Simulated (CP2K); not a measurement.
**doublet SiO+ at 3 levels**

Wanted: a comparison of 3 runs (AM1, PM3, GFN1-xTB) of doublet SiO+. 

The calculation is run with CP2K 2026.2.

3 further runs of the same task are left out: 2 that didn't finish, 1 set aside as unsound or not needed.

### Step 1. The molecule

SiO+: 2 atoms, total charge +1, spin state doublet. SMILES of the parent species: `O=[Si]`. The shape is that of a PBE0-D4/def2-TZVP optimisation. That shape belongs to the parent species and isn't relaxed for this state.

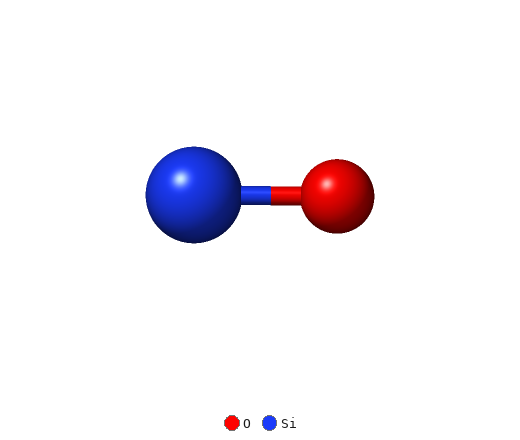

The structure, seen from a chosen angle (oxygen red, silicon blue).

### Step 2. A single-point energy at AM1 (run 1)

Input file calc.inp:

```
&global
    project calc
    run_type ENERGY
    print_level MEDIUM
&end global

&force_eval
    method QUICKSTEP
    &dft
        charge 1
        multiplicity 2
        lsd T
        ! Quickstep
        &qs
            method AM1
            eps_default 1.0E-10
            &se
                &coulomb
                    cutoff [angstrom] 50
                    rc_range [angstrom] 0
                &end coulomb
                &exchange
                    cutoff [angstrom] 50
                    rc_range [angstrom] 0
                &end exchange
            &end se
        &end qs
        ! cluster boundary conditions
        &poisson
            periodic NONE
            poisson_solver ANALYTIC
        &end poisson
        ! SCF settings
        &scf
            scf_guess ATOMIC
            eps_scf 1.0E-06
            max_scf 150
            added_mos 2
            &diagonalization
                algorithm STANDARD
            &end diagonalization
            &mixing
                method DIRECT_P_MIXING
                alpha 0.4
            &end mixing
        &end scf
        ! extra output
        &print
            &moments
                periodic F
                reference COM
                max_moment 1
            &end moments
            &mo ON
                energies T
                occupation_numbers T
                ndigits 6
                &each
                    qs_scf 0
                &end each
                add_last NUMERIC
            &end mo
            &hirshfeld OFF
            &end hirshfeld
        &end print
    &end dft
    &subsys
        &cell
            abc 17.3 16.5 16.6
            periodic NONE
        &end cell
        &coord
            O     -0.640700     0.231500    -0.324000
            Si     0.640700    -0.231500     0.324000
        &end coord
        &topology
            &center_coordinates
            &end center_coordinates
        &end topology
    &end subsys
&end force_eval
```

Run with:

```
$ OMP_NUM_THREADS=1 cp2k.psmp -i calc.inp -o calc.out
```

What it wrote:

```text
CP2K| version string:                                       CP2K version 2026.2
[...]
 GLOBAL| Method name                                                        CP2K
[...]
 GLOBAL| Run type                                                         ENERGY
[...]
                             - Atoms:                                          2
[...]
                             - Spherical basis functions:                      8
[...]
 Number of electrons:                                                          5
[...]
     1 P_Mix/Diag. 0.40E+00    0.0     0.55876212       -12.6466726941 -1.26E+01
[...]
    20 DIIS/Diag.  0.39E-06    0.0     0.00000036       -14.4806628085 -1.64E-11
  *** SCF run converged in    20 steps ***
  Core-core repulsion energy [eV]:                            187.64796050822207
  Core Hamiltonian energy [eV]:                              -641.54822604172057
  Two-electron integral energy [eV]:                          119.72278270556200
  Electronic energy [eV]:                                    -581.68683468893960
  Total energy [eV]:                                         -394.03887418071753
  Atomic reference energy [eV]:                               402.38421936587463
  Heat of formation [kcal/mol]:                               192.44824706366200
[...]
 SE_DIPOLE| Moment [Debye]         -4.60440336       1.66367938      -2.32843248
 SE_DIPOLE| Derivative [a.u.]       0.00000000       0.00000000       0.00000000
 ENERGY| Total FORCE_EVAL ( QS ) energy [hartree]            -14.480662808546505
[...]
```

Run time: 0.42 s. Hardware: 1 thread of Arm Neoverse N1, shared host; peak memory 0.13 GiB.

### Step 3. The energy at PM3 (run 2)

Input file qs.inp:

```
&FORCE_EVAL
   METHOD Quickstep
   &DFT
      CHARGE 1
      MULTIPLICITY 2
      SPIN_POLARIZED T
      &QS
         METHOD PM3
         EPS_DEFAULT 1.0E-10
         &SE
            &COULOMB
               CUTOFF [angstrom] 50
               RC_RANGE [angstrom] 0
            &END COULOMB
            &EXCHANGE
               CUTOFF [angstrom] 50
               RC_RANGE [angstrom] 0
            &END EXCHANGE
         &END SE
      &END QS
      &POISSON
         PERIODIC NONE
         POISSON_SOLVER ANALYTIC
      &END POISSON
      &SCF
         SCF_GUESS ATOMIC
         EPS_SCF 1.0E-06
         MAX_SCF 80
         &DIAGONALIZATION
            ALGORITHM STANDARD
         &END DIAGONALIZATION
         &MIXING
            METHOD DIRECT_P_MIXING
            ALPHA 0.4
         &END MIXING
      &END SCF
      &PRINT
         &MOMENTS
            PERIODIC F
            REFERENCE COM
            MAX_MOMENT 1
         &END MOMENTS
         &MO ON
            ENERGIES T
            OCCUPATION_NUMBERS T
            NDIGITS 6
            &EACH
               QS_SCF 0
            &END EACH
            ADD_LAST NUMERIC
         &END MO
         &HIRSHFELD OFF
         &END HIRSHFELD
      &END PRINT
   &END DFT
   &SUBSYS
      &CELL
         ABC 13.3 12.5 12.6
         PERIODIC NONE
      &END CELL
      &COORD
         UNIT bohr
         O     -1.2107475     0.4374716    -0.6122713
         Si     1.2107475    -0.4374716     0.6122713
      &END COORD
      &TOPOLOGY
         &CENTER_COORDINATES
         &END CENTER_COORDINATES
      &END TOPOLOGY
   &END SUBSYS
&END FORCE_EVAL
&GLOBAL
   PROJECT qs
   RUN_TYPE ENERGY
   PRINT_LEVEL MEDIUM
&END GLOBAL
```

Run with:

```
$ OMP_NUM_THREADS=1 cp2k.psmp -i qs.inp > qs.out 2>&1
```

What it wrote:

```text
CP2K| version string:                                       CP2K version 2026.2
[...]
 GLOBAL| Method name                                                        CP2K
[...]
 GLOBAL| Run type                                                         ENERGY
[...]
                             - Atoms:                                          2
[...]
                             - Spherical basis functions:                      8
[...]
 Number of electrons:                                                          5
[...]
     1 P_Mix/Diag. 0.40E+00    0.0     0.55582806       -11.3484010956 -1.13E+01
[...]
    27 DIIS/Diag.  0.42E-06    0.0     0.00000096       -13.1045538176  1.79E-12
  *** SCF run converged in    27 steps ***
  Core-core repulsion energy [eV]:                            150.44127092760758
  Core Hamiltonian energy [eV]:                              -573.65819981868867
  Two-electron integral energy [eV]:                          133.24776938145533
  Electronic energy [eV]:                                    -507.03431512796107
  Total energy [eV]:                                         -356.59304420035357
  Atomic reference energy [eV]:                               364.41337786587457
  Heat of formation [kcal/mol]:                               180.34119284355666
[...]
 SE_DIPOLE| Moment [Debye]         -4.30010128       1.55372791      -2.17454804
 SE_DIPOLE| Derivative [a.u.]       0.00000000       0.00000000       0.00000000
 ENERGY| Total FORCE_EVAL ( QS ) energy [hartree]            -13.104553817627185
[...]
```

Wall time 0.44 s (1 thread of Arm Neoverse N1, shared host); peak memory 0.13 GiB.

### Step 4. A single-point energy at GFN1-xTB (run 3)

Input file run.inp:

```
&FORCE_EVAL
 METHOD Quickstep
 &DFT
  CHARGE 1
  MULTIPLICITY 2
  UKS T
  &QS
   METHOD XTB
   EPS_DEFAULT 1.0E-10
   &XTB
    GFN_TYPE 1
    CHECK_ATOMIC_CHARGES F
   &END XTB
  &END QS
  &POISSON
   PERIODIC NONE
   POISSON_SOLVER ANALYTIC
  &END POISSON
  &SCF
   SCF_GUESS ATOMIC
   EPS_SCF 1.0E-06
   MAX_SCF 50
   &OT
    MINIMIZER DIIS
    PRECONDITIONER FULL_SINGLE_INVERSE
   &END OT
   &OUTER_SCF
    EPS_SCF 1.0E-06
    MAX_SCF 10
   &END OUTER_SCF
  &END SCF
  &PRINT
   &MOMENTS
    PERIODIC F
    REFERENCE COM
    MAX_MOMENT 1
   &END MOMENTS
   &MO_CUBES
    NLUMO 5
    NHOMO -1
    WRITE_CUBE F
   &END MO_CUBES
   &HIRSHFELD OFF
   &END HIRSHFELD
  &END PRINT
 &END DFT
 &SUBSYS
  &CELL
   ABC 17.3 16.5 16.6
   PERIODIC NONE
  &END CELL
  &COORD
   O     -0.640700     0.231500    -0.324000
   Si     0.640700    -0.231500     0.324000
  &END COORD
  &TOPOLOGY
   &CENTER_COORDINATES
   &END CENTER_COORDINATES
  &END TOPOLOGY
 &END SUBSYS
&END FORCE_EVAL

&GLOBAL
 PROJECT run
 RUN_TYPE ENERGY
 PRINT_LEVEL MEDIUM
&END GLOBAL
```

Run with:

```
$ OMP_NUM_THREADS=1 cp2k.psmp run.inp > run.out
```

What it wrote:

```text
CP2K| version string:                                       CP2K version 2026.2
[...]
 GLOBAL| Method name                                                        CP2K
[...]
 GLOBAL| Run type                                                         ENERGY
[...]
                             - Atoms:                                          2
[...]
                             - Spherical basis functions:                     13
[...]
 Number of electrons:                                                          5
[...]
     1 OT DIIS     0.80E-01    0.0     0.35312958        -5.3449922312 -5.34E+00
[...]
    16 OT DIIS     0.80E-01    0.0     0.00000065        -5.9885059565 -4.22E-11
  *** SCF run converged in    16 steps ***
[...]
 TB_DIPOLE| Moment [Debye]          2.74445907      -0.99163770       1.38786443
 TB_DIPOLE| Derivative [a.u.]       0.00000000       0.00000000       0.00000000
[...]
 ENERGY| Total FORCE_EVAL ( QS ) energy [hartree]             -5.988505956487828
[...]
```

Run time: 0.8 s. Hardware: 1 thread of Arm Neoverse N1, shared host; peak memory 0.15 GiB.

### Step 5. All runs side by side

```csv
run,level,iteration cap,cell,energy (Eh),HOMO energy (eV),heat of formation (kcal/mol),wall time
1,AM1,150,"(17.3, 16.5, 16.6)",-14.480663,-17.58,192.4,0.42 s
2,PM3,80,"(13.3, 12.5, 12.6)",-13.104554,-15.22,180.3,0.44 s
3,GFN1-xTB,50,"(17.3, 16.5, 16.6)",-5.988506,-21.54,–,0.8 s
```

### Step 6. What came out

| quantity | value |
| --- | --- |
| run 3: total energy | -5.98851 Eh |
| run 3: HOMO energy (highest over α and β) | -21.54 eV |
| run 3: dispersion energy | -0.60 kJ/mol |

Force-field and semi-empirical energies have zeros of their own, so their totals don't compare. All runs together took 1.7 s, the longest 0.8 s.
